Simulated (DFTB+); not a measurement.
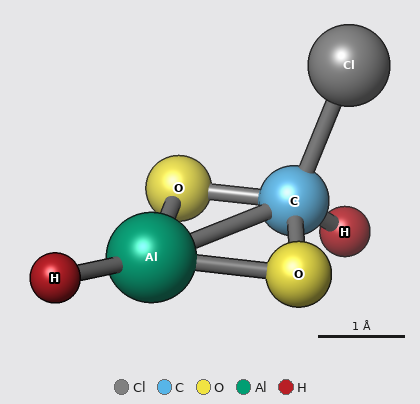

The input geometry (ball-and-stick view, seen at a tilt). Sticks mark near contacts.

# Run report: CH₂AlClO₂, geometry relaxation

The run: geometry relaxation of CH₂AlClO₂. Method and program: GFN2-xTB, R-SCC, dispersion built in (DFTB+ 25.1).

The geometry comes from this level: GFN2-xTB.

## Input file (dftb_in.hsd)
```
# GFN2-XTB geometry optimisation
Geometry = GenFormat {
  <<< "mol.gen"
}

Driver = GeometryOptimisation {
  Optimiser = Rational {}
  MaxSteps = 200
  Convergence = {
    GradElem = 0.01
  }
  AppendGeometries = Yes
}

Hamiltonian = xTB {
  Method = "GFN2-xTB"
  Charge = 0
  SCCTolerance = 1e-08
}

Analysis = {
  PrintForces = Yes
}

Options = {
  WriteResultsTag = Yes
}

InputVersion = 25.1
```

## File mol.gen
```
7 C
Cl C O Al H
   1  1     -0.202590     -1.775900      1.202720
   2  2      0.114610     -0.073240      0.832650
   3  3     -1.014630      0.472020      0.234330
   4  4     -0.099850      0.426840     -1.234760
   5  3      1.138470     -0.003260     -0.104140
   6  5      0.371930      0.426900      1.766700
   7  5     -0.307940      0.526630     -2.697490
```

Hardware: 1 thread of Intel Xeon (Sapphire Rapids), 32 GiB of memory available, shared host.

Launch command:
```bash
dftb+ > dftb.out
```

## Log
```
|  DFTB+ development version (commit: a23bfb2)

Reading input file 'dftb_in.hsd'
Parser version: 14

--------------------------------------------------------------------------------

Processed input in HSD format written to 'dftb_pin.hsd'

Starting initialization...
--------------------------------------------------------------------------------
OpenMP threads:              1
Chosen random seed:          249801950
Current stacksize:           unlimited
Mode:                        Geometry optimisation relaxation
Self consistent charges:     Yes
SCC-tolerance:                 0.100000E-07
Max. scc iterations:                    100
Shell resolved Hubbard:      Yes
Spin polarisation:           No
Nr. of up electrons:            14.000000
Nr. of down electrons:          14.000000
Periodic boundaries:         No
Electronic solver:           Relatively robust
Mixer:                       Broyden mixer
Mixing parameter:                  0.200000
Nr. of chrg. vec. in memory:            100
Max. SCC-cycles:                        100
Max. nr. of geometry steps:             200
tblite library version:      0.3.0
-> parametrization:          GFN2-xTB
-> repulsion:                Yes
-> dispersion:               Yes
-> halogen bonding:          No
-> electrostatics:           Yes
   -> isotropic:             Yes
   -> anisotropic:           Yes
   -> third-order:           Yes
Electronic temperature:              0.950045E-03 H      0.258520E-01 eV
Initial charges:             Set automatically (system chrg:   0.000E+00)
Included shells:            Cl:  s, p, d
                             C:  s, p
                             O:  s, p
                            Al:  s, p, d
                             H:  s
Extra options:
                             Mulliken analysis
                             Force calculation
Force type                   original

--------------------------------------------------------------------------------

***  Geometry step: 0

 iSCC Total electronic   Diff electronic      SCC error
    1   -0.16694400E+02    0.00000000E+00    0.19270065E+01
    2   -0.16920324E+02   -0.16694400E+02    0.19316871E+01
    3   -0.17038065E+02   -0.22592351E+00    0.11237838E+01
    4   -0.17032198E+02   -0.11774148E+00    0.76145725E+00
    5   -0.17046844E+02    0.58670519E-02    0.24060931E+00
    6   -0.17054147E+02   -0.14645892E-01    0.47372527E-01
    7   -0.17054833E+02   -0.73024589E-02    0.71857773E-01
    8   -0.17055530E+02   -0.68620313E-03    0.35815487E-01
    9   -0.17055565E+02   -0.69666664E-03    0.48763905E-01
   10   -0.17055719E+02   -0.35727537E-04    0.18625390E-01
   11   -0.17056109E+02   -0.15385666E-03    0.24678054E-01
   12   -0.17056174E+02   -0.38929097E-03    0.18668077E-01
   13   -0.17056190E+02   -0.65737776E-04    0.11398178E-01
   14   -0.17056201E+02   -0.16097753E-04    0.16042233E-02
   15   -0.17056201E+02   -0.10284750E-04    0.50669224E-03
   16   -0.17056200E+02   -0.12576417E-06    0.20381603E-03
   17   -0.17056199E+02    0.10520445E-05    0.94670580E-04
   18   -0.17056199E+02    0.52984584E-06    0.51606746E-04
   19   -0.17056199E+02   -0.87959709E-07    0.90089249E-04
   20   -0.17056199E+02    0.28881237E-06    0.44313502E-04
   21   -0.17056199E+02   -0.62742995E-07    0.45929913E-05
   22   -0.17056199E+02   -0.78239189E-07    0.29978938E-05
   23   -0.17056199E+02    0.27948996E-07    0.20411106E-05
   24   -0.17056199E+02   -0.19400723E-07    0.26517652E-06
   25   -0.17056199E+02   -0.29578828E-09    0.20214671E-06
   26   -0.17056199E+02    0.18034996E-09    0.24526974E-08

Total Energy:                      -16.9902111155 H         -462.3272 eV
Extrapolated to 0K:                -16.9902111155 H         -462.3272 eV
Total Mermin free energy:          -16.9902111155 H         -462.3272 eV
Force related energy:              -16.9902111155 H         -462.3272 eV

total energy  -1.6990211E+01 H       energy change -1.6990211E+01 H
gradient norm  4.5682703E-04 H/a0    max. gradient  3.2022797E-04 H/a0
step length    0.0000000E+00 a0      max. step      0.0000000E+00 a0

Geometry converged

--------------------------------------------------------------------------------
--------------------------------------------------------------------------------
SCC                                    +       0.01 ( 83.4%)       0.04 ( 93.3%)
--------------------------------------------------------------------------------
Missing                                +       0.00 ( 16.6%)       0.00 (  6.7%)
Total                                  =       0.02 (100.0%)       0.05 (100.0%)
--------------------------------------------------------------------------------
```

## File detailed.out
```
Fermi distribution function

Geometry optimization step: 0

********************************************************************************
 iSCC Total electronic   Diff electronic      SCC error
   26   -0.17056199E+02    0.18034996E-09    0.24526974E-08
********************************************************************************

 Total charge:    -0.00000000

 Atomic gross charges (e)
 Atom           Charge
    1      -0.15445809
    2       0.33222964
    3      -0.37712966
    4       0.59170492
    5      -0.37712555
    6       0.06527870
    7      -0.08049996

Nr. of electrons (up):     28.00000000
Atom populations (up)
 Atom       Population
    1       7.15445809
    2       3.66777036
    3       6.37712966
    4       2.40829508
    5       6.37712555
    6       0.93472130
    7       1.08049996

l-shell populations (up)
 Atom Sh.   l       Population
    1   1   0       1.95857539
    1   2   1       5.19144780
    1   3   2       0.00443491
    2   1   0       1.01510161
    2   2   1       2.65266875
    3   1   0       1.67037540
    3   2   1       4.70675426
    4   1   0       1.03592508
    4   2   1       0.60880270
    4   3   2       0.76356730
    5   1   0       1.67037722
    5   2   1       4.70674834
    6   1   0       0.93472130
    7   1   0       1.08049996

Orbital populations (up)
 Atom Sh.   l   m       Population  Label
    1   1   0   0       1.95857539  s
    1   2   1  -1       1.30982141  p_y
    1   2   1   0       1.92913121  p_z
    1   2   1   1       1.95249518  p_x
    1   3   2  -2       0.00068343  d_xy
    1   3   2  -1       0.00087166  d_yz
    1   3   2   0       0.00157136  d_z2
    1   3   2   1      -0.00102479  d_xz
    1   3   2   2       0.00233324  d_x2-y2
    2   1   0   0       1.01510161  s
    2   2   1  -1       0.86244264  p_y
    2   2   1   0       0.93942116  p_z
    2   2   1   1       0.85080496  p_x
    3   1   0   0       1.67037540  s
    3   2   1  -1       1.66335054  p_y
    3   2   1   0       1.53471442  p_z
    3   2   1   1       1.50868930  p_x
    4   1   0   0       1.03592508  s
    4   2   1  -1       0.10325498  p_y
    4   2   1   0       0.31797968  p_z
    4   2   1   1       0.18756804  p_x
    4   3   2  -2       0.16059079  d_xy
    4   3   2  -1       0.18419853  d_yz
    4   3   2   0       0.12452828  d_z2
    4   3   2   1       0.12233906  d_xz
    4   3   2   2       0.17191063  d_x2-y2
    5   1   0   0       1.67037722  s
    5   2   1  -1       1.72935584  p_y
    5   2   1   0       1.40864461  p_z
    5   2   1   1       1.56874789  p_x
    6   1   0   0       0.93472130  s
    7   1   0   0       1.08049996  s

Fermi level:                        -0.3639935117 H           -9.9048 eV
Band energy:                       -16.6638855442 H         -453.4474 eV
TS:                                  0.0000000000 H            0.0000 eV
Band free energy (E-TS):           -16.6638855442 H         -453.4474 eV
Extrapolated E(0K):                -16.6638855442 H         -453.4474 eV
Input / Output electrons (q):     28.0000000000     28.0000000000

Energy H0:                         -17.1328609782 H         -466.2089 eV
Energy SCC:                          0.0766618678 H            2.0861 eV
Total Electronic energy:           -17.0561991103 H         -464.1228 eV
Repulsive energy:                    0.0702575437 H            1.9118 eV
Total energy:                      -16.9902111155 H         -462.3272 eV
Extrapolated to 0:                 -16.9902111155 H         -462.3272 eV
Total Mermin free energy:          -16.9902111155 H         -462.3272 eV
Force related energy:              -16.9902111155 H         -462.3272 eV

Non-constrained calculation

SCC converged

Full geometry written in geo_end.{xyz|gen}

Total Forces
    1     -0.000024151057     -0.000003948052      0.000010175553
    2     -0.000021112521     -0.000320227973      0.000040244467
    3     -0.000062982578      0.000088446221     -0.000060940370
    4      0.000000631673     -0.000002095318      0.000093580664
    5      0.000081560104      0.000086614863     -0.000077652994
    6      0.000044494275      0.000143236463      0.000131484631
    7     -0.000018439898      0.000007973795     -0.000136891952

Maximal derivative component:        0.320228E-03 au

Dipole moment:    0.07145221    0.90366837   -0.81439368 au
Dipole moment:    0.18161342    2.29689608   -2.06998243 Debye

Geometry converged
```

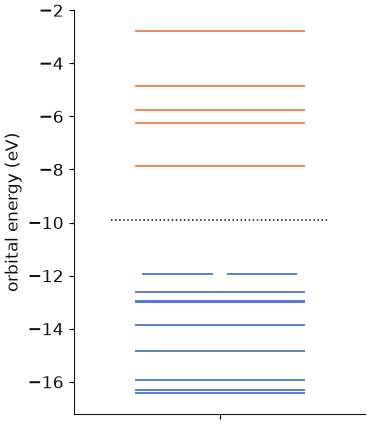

Orbital energies near the frontier; the dotted line parts filled from empty levels, and levels within 0.02 eV of each other stand side by side. Highest filled −11.92 eV, lowest empty −7.89 eV, 4.03 eV apart.

## Results in brief

```json
{"quantity": "outcome", "value": "converged"}
{"quantity": "Mermin free energy", "value": "−16.990211 hartree"}
{"quantity": "basis functions", "value": "32"}
{"quantity": "largest force", "value": "0.017 eV/Å"}
{"quantity": "HOMO", "value": "−11.92 eV"}
{"quantity": "LUMO", "value": "−7.89 eV"}
{"quantity": "dipole moment", "value": "3.10 D"}
{"quantity": "peak memory", "value": "0.073 GiB"}
```

Settings chosen away from the usual ones: gtol. These settings are looser than, or depart from, a standard set-up, so the numbers are not reference values for this system.
